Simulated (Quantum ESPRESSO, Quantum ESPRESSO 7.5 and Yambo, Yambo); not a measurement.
# LiCl (Fm-3m): one start, several treatments of the self-energy

How much does the gap of LiCl (Fm-3m) depend on the approximation to the self-energy?

Main program and level: Quantum ESPRESSO 7.5 and Yambo 5.3.0; PBE and many-body steps on it, plane waves.

### 1. The structure

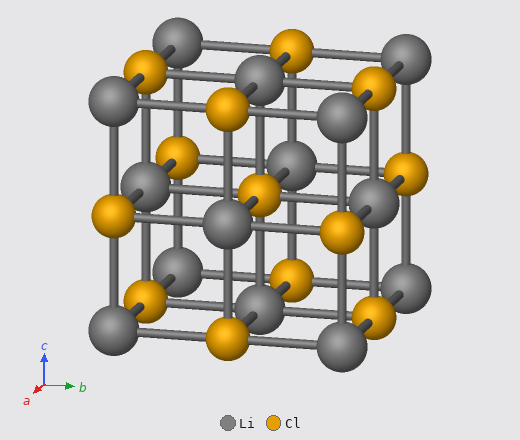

The starting structure, seen slightly off an axis (lithium grey, chlorine orange). This picture shows the conventional cell, with its axes. Some periodic images of atoms are drawn too.

The cell and positions come from the Crystallography Open Database and are kept as given unless a step says otherwise.

### 2. Empty states on the mesh, 6×6×6 mesh, 406 bands

This step: Quantum ESPRESSO 7.5; DFT, PBE, plane waves, norm-conserving pseudopotentials.

The sums over transitions need many empty states on a uniform mesh; this step solves for them.

Input file pw.in:

```
&control
  calculation = 'nscf'
  prefix = 'x'
  outdir = 'o'
  pseudo_dir = 'pseudo'
/
&system
  ibrav = 0
  nat = 2
  ntyp = 2
  ecutwfc = 66.0
  nbnd = 406
  force_symmorphic = .true.
/
&electrons
  conv_thr = 1e-9
  electron_maxstep = 80
  diago_full_acc = .true.
  diago_thr_init = 5e-6
/
ATOMIC_SPECIES
  Li 6.94 Li.upf
  Cl 35.45 Cl.upf
CELL_PARAMETERS angstrom
  0.0000000000 2.5715000000 2.5715000000
  2.5715000000 0.0000000000 2.5715000000
  2.5715000000 2.5715000000 -0.0000000000
ATOMIC_POSITIONS crystal
  Li 0.0000000000 0.0000000000 0.0000000000
  Cl 0.5000000000 0.5000000000 0.5000000000
K_POINTS automatic
  6 6 6 0 0 0
```

On the command line:

```console
$ OMP_NUM_THREADS=1 mpirun -n 4 pw.x -nk 4 -in pw.in > pw.out
```

What it wrote:

```text
Program PWSCF v.7.5 starts

     This program is part of the open-source Quantum ESPRESSO suite
     for quantum simulation of materials; please cite
         "P. Giannozzi et al., J. Phys.:Condens. Matter 21 395502 (2009);
         "P. Giannozzi et al., J. Phys.:Condens. Matter 29 465901 (2017);
         "P. Giannozzi et al., J. Chem. Phys. 152 154105 (2020);
     in publications or presentations arising from this work. More details at

     Atomic positions and unit cell read from directory:
     o/x.save/

     Message from routine setup:
[...]
87.2968  88.7795  89.3269  89.3269  92.7795  94.0223  94.9227  94.9227
     [... 39 further rows ...]
   288.8727 288.8727 289.4400 289.5585 289.6338 289.6338 289.7762 289.7762
   290.3494 292.0513 292.0513 293.6473 294.6138 295.5499

          k =-0.3536-0.3536 0.3536 (  2060 PWs)   bands (ev):

     [... further k-points ...]

     highest occupied, lowest unoccupied level (ev):     1.5999    7.8845

     XML data file, pseudopotentials, collected wavefunctions

=------------------------------------------------------------------------------=
   JOB DONE.
=------------------------------------------------------------------------------=
```

Elapsed: 63 s, on 4 MPI ranks of Arm Neoverse V1, shared host; peak memory 0.55 GiB.

This step gave:

- gap: 6.285 eV
- k of the valence top: 0, 0, 0
- k of the conduction bottom: 0, 0, 0
- least direct gap: 6.285 eV
- k points computed: 16
- lowest point of the top converged band, above the valence top: 288.3402 eV

On this mesh the gap is 6.285 eV.

The density comes from a self-consistent run that is not shown.

### 3. Conversion and set-up

This step: Yambo 5.3.0; conversion and set-up on PBE, plane waves, norm-conserving pseudopotentials.

The states are converted to the many-body program's format and the q mesh is built.

On the command line:

```console
$ (cd o/x.save; p2y > p2y.log; mv SAVE ../..); yambo > setup.log
```

What it wrote:

```text
 Yambo, version 5.3.0

 [02] CORE Variables Setup
 =========================

  [02.01] Unit cells
  ==================

  Cell kind             :  FCC
  Atoms in the cell     :  Li  Cl
  number of Li atoms    :  1
  number of Cl atoms    :  1

  List of atomic masses
  Mass of Li    :  6.940000
  Mass of Cl    :  35.45000

  List of atomic coordinates    : [cc]
  Li1       :  0.000000  0.000000  0.000000  order 1
  Cl1       :  4.859431  4.859431  4.859431  order 2

  Alat factors          :  4.859431  4.859431  4.859431 [a.u.]
  Direct lattice volume :  229.5018 [a.u.]
[...]
Q [ 1]         [rlu]:  0.000000  0.000000  0.000000
 Q [ 2]         [rlu]:  0.14937E-17  0.14937E-17  0.16667
 Q [ 3]         [rlu]:  0.29874E-17  0.29874E-17  0.33333
[...]
Q [ 8]         [rlu]: -0.63137E-16  0.16667     -0.33333
 Q [ 9]         [rlu]: -0.29874E-17  0.16667     -0.16667
 Q [10]         [rlu]: -0.79231E-17  0.33333      0.33333
     [... 4 further rows ...]
 Q [15]         [rlu]:  0.166667  0.333333 -0.333333
 Q [16]         [rlu]:  0.166667 -0.500000 -0.333333

  [03.01] X indexes
  =================

   [03.01.01] Sigma indexes
   ========================

 [06] Game Over & Game summary
```

The job ended after 2.3 s (1 MPI rank; peak memory 0.24 GiB).

### 4. G0W0, Godby-Needs plasmon pole

Now the one-shot GW correction: screening in the RPA, then the self-energy of the levels asked for.

This step: G0W0 on PBE, plane waves, norm-conserving pseudopotentials.

Input file gw2.in:

```
HF_and_locXC
gw0
dyson
ppa
em1d
rim_cut
RandQpts= 1000000
RandGvec= 1 RL
EXXRLvcs= 66 Ry
VXCRLvcs= 264 Ry
Chimod= "HARTREE"
% BndsRnXp
 1 | 168 |
%
NGsBlkXp= 17 Ry
% LongDrXp
 1 | 1 | 1 |
%
% GbndRnge
 1 | 168 |
%
DysSolver= "n"
ExtendOut
PPAPntXp= 27.21138 eV
% QPkrange
 1 | 1 | 4 | 7 |
%
```

On the command line:

```console
$ OMP_NUM_THREADS=1 mpirun -n 4 yambo -F gw2.in -J gw2 -C gw2 > gw2.log
```

What it wrote:

```text
 Yambo, version 5.3.0

 [02] CORE Variables Setup
 =========================

  [... cell, symmetries and grids as in the set-up ...]

  [02.05] Energies & Occupations
  ==============================

  [X] === General ===
  [X] Electronic Temperature                        :  0.000000  0.000000 [eV K]
  [X] Bosonic    Temperature                        :  0.000000  0.000000 [eV K]
  [X] Finite Temperature mode                       : no
  [X] El. density                                   :  0.29404E+24 [cm-3]
  [X] Fermi Level                                   :  1.599947 [eV]

  [X] === Gaps and Widths ===
  [X] Conduction Band Min                           :  6.284525 [eV]
  [X] Valence Band Max                              :  0.000000 [eV]
  [X] Filled Bands                                  :   5
  [X] Empty Bands                                   :     6   406
  [X] Direct Gap                                    :  6.284525 [eV]
  [X] Direct Gap localized at k                     :  1
  [X] Indirect Gap                                  :  6.284525 [eV]
  [X] Indirect Gap between kpts                     :  1  1
  [X] Last valence band width                       :  1.084541 [eV]
  [X] 1st conduction band width                     :  2.680913 [eV]

 [03] Transferred momenta grid and indexing
 ==========================================

 IBZ Q-points                                      :  16
 BZ  Q-points                                      :  216

 K/Q-points units:
 rlu = crystal or reduced units; cc = cartesian coordinates; iku = interal k-units

 Q [ 1]         [rlu]:  0.000000  0.000000  0.000000
 Q [ 2]         [rlu]:  0.14937E-17  0.14937E-17  0.16667
 Q [ 3]         [rlu]:  0.29874E-17  0.29874E-17  0.33333
 Q [ 4]         [rlu]: -0.20204E-16 -0.20204E-16 -0.50000
 Q [ 5]         [rlu]: -0.39616E-17  0.16667      0.16667
 Q [ 6]         [rlu]: -0.29407E-16  0.16667      0.33333
 Q [ 7]         [rlu]: -0.24768E-16  0.16667      0.50000
 Q [ 8]         [rlu]: -0.63137E-16  0.16667     -0.33333
 Q [ 9]         [rlu]: -0.29874E-17  0.16667     -0.16667
 Q [10]         [rlu]: -0.79231E-17  0.33333      0.33333
     [... 4 further rows ...]
 Q [15]         [rlu]:  0.166667  0.333333 -0.333333
 Q [16]         [rlu]:  0.166667 -0.500000 -0.333333

 [04] Coloumb potential Random Integration (RIM)
 ===============================================

  [04.01] RIM initialization
  ==========================

  * Diagonal components only detected *

  8 x (sBL volume)        :  0.040030 [a.u.]
  sBZ random points       :  1000000
  Points outside the sBZ  :   7968281
  RL volume               :  1.080820 [a.u.]
  Integrated volume       :  1.085122 [a.u.]

  [04.02] RIM integrals
  =====================

  Gamma point sphere radius             :  0.062051 [a.u.]
  Points outside the sphere             :   800476
  [Int_sBZ(q=0) 1/q^2]*(Vol_sBZ)^(-1/3) =:  7.776341
                                 should be <:  7.795600

  Summary of Coulomb integrals for non-metallic bands |Q|[au] RIM/Bare

  Q [1] 0.100000E-4 0.997530 * Q [2] 0.186627 1.068930
  Q [5] 0.215498 1.066842 * Q [9] 0.304760 1.029370
  Q [6] 0.357363 1.022832 * Q [3] 0.373253 1.020719
  Q [10] 0.430996 1.016898 * Q [8] 0.469667 1.014268
  Q [14] 0.481868 1.014084 * Q [7] 0.527860 1.012338
  Q [11] 0.559880 1.011418 * Q [4] 0.559880 1.011206
  Q [12] 0.609520 1.009969 * Q [15] 0.637452 1.009503
  Q [13] 0.646494 1.009835 * Q [16] 0.681464 1.009265

 [WARNING] [Xp] User bands 1-168 break level degeneracy

 [05] Dipoles
 ============

  [05.01] Setup: observables and procedures
  =========================================

 [06] Dynamic Dielectric Matrix (PPA)
 ====================================

 [WR./gw2//ndb.pp]---------------------------------------------------------------
  Brillouin Zone Q/K grids (IBZ/BZ)                :   16  216   16  216
  RL vectors                                       :  2733 [WF]
  Coulomb cutoff potential                         : none
  Electronic Temperature                           :  0.000000 [K]
  Bosonic    Temperature                           :  0.000000 [K]
  PPA    diel. fun.  energies                      : Perdew, Burke & Ernzerhof(X)+Perdew, Burke & Ernzerhof(C)
  wavefunctions                                    : Perdew, Burke & Ernzerhof(X)+Perdew, Burke & Ernzerhof(C)
  Global Gauge                                     : length
  X matrix size                                    :  307
  X band range                                     :    1  168
  X e/h energy range                               : -1.000000 -1.000000 [eV]
  X Time ordering                                  : R
  X Hxc Kernel                                     : HARTREE
  X Drude frequency                                :  0.000000  0.000000
  X poles                                          :  100.0000 [o/o]
  RL vectors in the sum                            :  2733
  [r,Vnl] included                                 : yes
  Field direction                                  :  0.577350E-5  0.577350E-5  0.577350E-5
  BZ energy Double Grid                            : no
  BZ energy DbGd points                            : 0
  BZ Q point size factor                           : -1.000000
  X Optical Averaged directions                    : none

 [07] Local Exchange-Correlation + Non-Local Fock
 ================================================

 [VXC] Plane waves :  16529
 [EXS] Plane waves :  2109

 QP @ state[ 1 ] K range:  1  1
 QP @ state[ 1 ] b range:   4   7

 [xc] Functional : Perdew, Burke & Ernzerhof(X)+Perdew, Burke & Ernzerhof(C)
 [xc] LIBXC used to calculate xc functional
  PP Number of Atomic Species                      :  2
  NLCC RL compoments                               :  16529
  PP Number of Atomic Species                      :  2
  NLCC RL compoments                               :  16529

 [xc] E_xc :  -4.646420 [Ha]
      E_xc :  -9.292840 [Ry]

  Local XC kind (lXC) : Perdew, Burke & Ernzerhof(X)+Perdew, Burke & Ernzerhof(C)
  Non-Local XC kind (nlXC) : Hartree-Fock

  Corrections @ K [1] :  [eV]
 <4|nlXC|4> = -18.99616  0.69320E-17 <4|lXC|4> = -14.69347  0.18882E-15
 <5|nlXC|5> = -18.99613 -0.48013E-17 <5|lXC|5> = -14.69347 -0.88528E-17
 <6|nlXC|6> = -4.760942  0.32818E-17 <6|lXC|6> = -9.169747  0.94455E-16
 <7|nlXC|7> = -4.381658  0.27786E-18 <7|lXC|7> = -9.606707  0.94407E-16

 [08] Dyson equation: Newton solver
 ==================================

  [08.01] G0W0 (W PPA)
  ====================

  [  GW  ] Bands range     :    1  168
  [GW/PPA] G damping       :  0.100000 [eV]

  QP @ state[ 1 ] K range:  1  1
  QP @ state[ 1 ] b range:   4   7

   Sc/G bands                                       :    1  168
   Sc/G damping                                     :  0.100000 ev
   Sc bands terminator                              : no
   Sx RL components                                 :  2109

   QP @ state[ 1 ] K range                          :  1  1
   QP @ state[ 1 ] b range                          :   4   7
   GF energies kind                                 : Perdew, Burke & Ernzerhof(X)+Perdew, Burke & Ernzerhof(C)
   GF WF`s kind                                     : Perdew, Burke & Ernzerhof(X)+Perdew, Burke & Ernzerhof(C)
   Xs energies kind                                 : Perdew, Burke & Ernzerhof(X)+Perdew, Burke & Ernzerhof(C)
   Xs WF`s kind                                     : Perdew, Burke & Ernzerhof(X)+Perdew, Burke & Ernzerhof(C)

 [11] Game Over & Game summary
```

Wall time 5.2 min (4 MPI ranks); peak memory 1.7 GiB.

Numbers from this step:

| Quantity | Value |
| --- | --- |
| G0W0 gap on the points computed | 9.029 eV |
| starting gap on the mesh | 6.285 eV |
| k of the valence top | 0, 0, 0 |
| k of the conduction bottom | 0, 0, 0 |
| least direct G0W0 gap on the computed points | 9.029 eV |
| Z at the valence top | 0.8083 |
| Z at the conduction bottom | 0.8508 |

The gap on the mesh goes from 6.28 eV to 9.03 eV, a correction of +2.74 eV.

### 5. One-shot COHSEX

This step: one-shot COHSEX on PBE, plane waves, norm-conserving pseudopotentials.

Input file gw4.in:

```
HF_and_locXC
gw0
dyson
cohsex
em1s
rim_cut
RandQpts= 1000000
RandGvec= 1 RL
EXXRLvcs= 66 Ry
VXCRLvcs= 264 Ry
Chimod= "HARTREE"
% BndsRnXs
 1 | 168 |
%
NGsBlkXs= 17 Ry
% LongDrXs
 1 | 1 | 1 |
%
% GbndRnge
 1 | 168 |
%
DysSolver= "n"
ExtendOut
% QPkrange
 1 | 1 | 4 | 7 |
%
```

On the command line:

```console
$ OMP_NUM_THREADS=1 mpirun -n 4 yambo -F gw4.in -J gw4 -C gw4 > gw4.log
```

What it wrote:

```text
 Yambo, version 5.3.0

 [02] CORE Variables Setup
 =========================

  [... cell, symmetries and grids as in the set-up ...]

  [02.05] Energies & Occupations
  ==============================

  [X] === General ===
  [X] Electronic Temperature                        :  0.000000  0.000000 [eV K]
  [X] Bosonic    Temperature                        :  0.000000  0.000000 [eV K]
  [X] Finite Temperature mode                       : no
  [X] El. density                                   :  0.29404E+24 [cm-3]
  [X] Fermi Level                                   :  1.599947 [eV]

  [X] === Gaps and Widths ===
  [X] Conduction Band Min                           :  6.284525 [eV]
  [X] Valence Band Max                              :  0.000000 [eV]
  [X] Filled Bands                                  :   5
  [X] Empty Bands                                   :     6   406
  [X] Direct Gap                                    :  6.284525 [eV]
  [X] Direct Gap localized at k                     :  1
  [X] Indirect Gap                                  :  6.284525 [eV]
  [X] Indirect Gap between kpts                     :  1  1
  [X] Last valence band width                       :  1.084541 [eV]
  [X] 1st conduction band width                     :  2.680913 [eV]

 [03] Transferred momenta grid and indexing
 ==========================================

 IBZ Q-points                                      :  16
 BZ  Q-points                                      :  216

 K/Q-points units:
 rlu = crystal or reduced units; cc = cartesian coordinates; iku = interal k-units

 Q [ 1]         [rlu]:  0.000000  0.000000  0.000000
 Q [ 2]         [rlu]:  0.14937E-17  0.14937E-17  0.16667
 Q [ 3]         [rlu]:  0.29874E-17  0.29874E-17  0.33333
[...]
BZ Q point size factor                           : -1.000000
  X Optical Averaged directions                    : none

 [07] Local Exchange-Correlation + Non-Local Fock
 ================================================

 [VXC] Plane waves :  16529
 [EXS] Plane waves :  2109

 QP @ state[ 1 ] K range:  1  1
 QP @ state[ 1 ] b range:   4   7

 [xc] Functional : Perdew, Burke & Ernzerhof(X)+Perdew, Burke & Ernzerhof(C)
 [xc] LIBXC used to calculate xc functional
  PP Number of Atomic Species                      :  2
  NLCC RL compoments                               :  16529
  PP Number of Atomic Species                      :  2
  NLCC RL compoments                               :  16529

 [xc] E_xc :  -4.646420 [Ha]
      E_xc :  -9.292840 [Ry]

  Local XC kind (lXC) : Perdew, Burke & Ernzerhof(X)+Perdew, Burke & Ernzerhof(C)
  Non-Local XC kind (nlXC) : Hartree-Fock

  Corrections @ K [1] :  [eV]
 <4|nlXC|4> = -18.99616  0.69320E-17 <4|lXC|4> = -14.69347  0.18882E-15
 <5|nlXC|5> = -18.99613 -0.48013E-17 <5|lXC|5> = -14.69347 -0.88528E-17
 <6|nlXC|6> = -4.760942  0.32818E-17 <6|lXC|6> = -9.169747  0.94455E-16
 <7|nlXC|7> = -4.381658  0.27786E-18 <7|lXC|7> = -9.606707  0.94407E-16

 [08] Dyson equation: Newton solver
 ==================================

 [Newton] Sc step       :  0.100000 [eV]
 [Newton] Sc steps      :  1

  [08.01] G0W0 (COHSEX)
  =====================

  [  GW  ] Bands range     :   1   7

  QP @ state[ 1 ] K range:  1  1
  QP @ state[ 1 ] b range:   4   7

   Sc Empty Bands                                   : no
   Sc bands terminator                              : no
   Sx RL components                                 :  2109

   QP @ state[ 1 ] K range                          :  1  1
   QP @ state[ 1 ] b range                          :   4   7
   GF WF`s kind                                     : Perdew, Burke & Ernzerhof(X)+Perdew, Burke & Ernzerhof(C)
   Xs energies kind                                 : Perdew, Burke & Ernzerhof(X)+Perdew, Burke & Ernzerhof(C)
   Xs WF`s kind                                     : Perdew, Burke & Ernzerhof(X)+Perdew, Burke & Ernzerhof(C)

 [11] Game Over & Game summary
```

Elapsed: 3.1 min, on 4 MPI ranks; peak memory 1.7 GiB; 12 min of CPU time.

This step gave:

| Property | Result |
| --- | --- |
| quasiparticle gap on the points computed | 10.74 eV |
| starting gap on the mesh | 6.285 eV |
| k of the valence top | 0, 0, 0 |
| k of the conduction bottom | 0, 0, 0 |
| least direct quasiparticle gap on the computed points | 10.74 eV |
| Z at the valence top | 1 |
| Z at the conduction bottom | 1 |

Against G0W0 in Yambo (6×6×6 mesh, 168 bands, screening to 231.3 eV, Godby-Needs plasmon pole), the gap moves by +1.707 eV.

### 6. One-shot Hartree-Fock

This step: one-shot Hartree-Fock on PBE, plane waves, norm-conserving pseudopotentials.

Input file gw5.in:

```
HF_and_locXC
rim_cut
RandQpts= 1000000
RandGvec= 1 RL
EXXRLvcs= 66 Ry
VXCRLvcs= 264 Ry
% QPkrange
 1 | 1 | 4 | 7 |
%
```

On the command line:

```console
$ OMP_NUM_THREADS=1 mpirun -n 4 yambo -F gw5.in -J gw5 -C gw5 > gw5.log
```

What it wrote:

```text
 Yambo, version 5.3.0

 [02] CORE Variables Setup
 =========================

  [... cell, symmetries and grids as in the set-up ...]

  [02.05] Energies & Occupations
  ==============================

  [X] === General ===
  [X] Electronic Temperature                        :  0.000000  0.000000 [eV K]
  [X] Bosonic    Temperature                        :  0.000000  0.000000 [eV K]
  [X] Finite Temperature mode                       : no
  [X] El. density                                   :  0.29404E+24 [cm-3]
[...]
NLCC RL compoments                               :  16529
  PP Number of Atomic Species                      :  2
  NLCC RL compoments                               :  16529

 [xc] E_xc :  -4.646420 [Ha]
      E_xc :  -9.292840 [Ry]

  Local XC kind (lXC) : Perdew, Burke & Ernzerhof(X)+Perdew, Burke & Ernzerhof(C)
  Non-Local XC kind (nlXC) : Hartree-Fock

  Corrections @ K [1] :  [eV]
 <4|nlXC|4> = -18.99616  0.69320E-17 <4|lXC|4> = -14.69347  0.18882E-15
 <5|nlXC|5> = -18.99613 -0.48013E-17 <5|lXC|5> = -14.69347 -0.88528E-17
 <6|nlXC|6> = -4.760942  0.32818E-17 <6|lXC|6> = -9.169747  0.94455E-16
 <7|nlXC|7> = -4.381658  0.27786E-18 <7|lXC|7> = -9.606707  0.94407E-16

 [08] Game Over & Game summary
```

Run time: 3.6 s. Hardware: 4 MPI ranks; peak memory 1.2 GiB; 14 s of CPU time.

Numbers from this step:

| Property | Result |
| --- | --- |
| quasiparticle gap on the mesh | 15.00 eV |
| starting gap on the mesh | 6.285 eV |
| k of the valence top | 0, 0, 0 |
| k of the conduction bottom | 0, 0, 0 |
| least direct quasiparticle gap on the computed points | 15.00 eV |

Against G0W0 in Yambo (6×6×6 mesh, 168 bands, screening to 231.3 eV, Godby-Needs plasmon pole), the gap moves by +5.967 eV.

### 7. The runs together

Times are wall times on 4 MPI ranks of Arm Neoverse V1, shared host, good to a factor of about two.

| run | mesh | bands | screening cutoff (eV) | DFT gap (eV) | gap on the mesh (eV) | direct (eV) | time |
| --- | --- | --- | --- | --- | --- | --- | --- |
| G0W0, Godby-Needs plasmon pole | 6×6×6 | 168 | 231.3 | 6.285 | 9.029 | 9.029 | 5.2 min |
| one-shot COHSEX | 6×6×6 | 168 | 231.3 | 6.285 | 10.736 | 10.736 | 3.1 min |
| one-shot Hartree-Fock | 6×6×6 | - | - | 6.285 | 14.996 | 14.996 | 3.6 s |

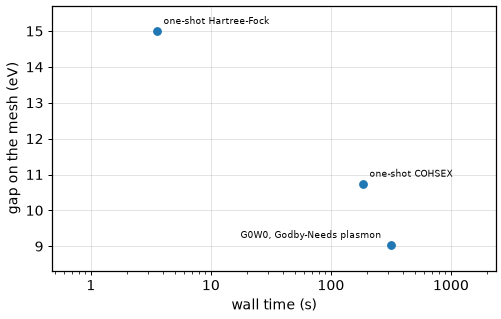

Result against wall time.

### 8. Results

| Quantity | Value |
| --- | --- |
| G0W0, Godby-Needs plasmon pole | 9.029 eV |
| one-shot COHSEX | 10.736 eV |
| one-shot Hartree-Fock | 14.996 eV |
| known limits | not at the basis limit |

In words: One-shot COHSEX: +1.707 eV against G0W0, Godby-Needs plasmon pole. One-shot Hartree-Fock: +5.967 eV against G0W0, Godby-Needs plasmon pole. Bare exchange alone opens the gap to 15.00 eV; against G0W0, correlation takes back 5.97 eV. Static COHSEX lies above G0W0: it lacks the factor Z and overstates the Coulomb hole of the filled states. Bands and cutoff are finite, so the gap is not at the basis limit. The miss can reach some tenths of an eV and take either sign; the mesh is an error of its own.

[Paths, hosts, dates, memory and timing lines, banners, echoed tables and standing remarks are left out of the program output.]

[Logs are printed without paths, hosts, clocks, repeated set-up lines and the standing remarks that a program may print on its own settings, such as how far it seeks lower states.]

[Runs of the session that timed out or met a known fault of the program may be left out.]

[Hosts, paths, dates, database ids (printed as entryN), source tags and the programs' standing remarks are cut or masked in the printed files.]
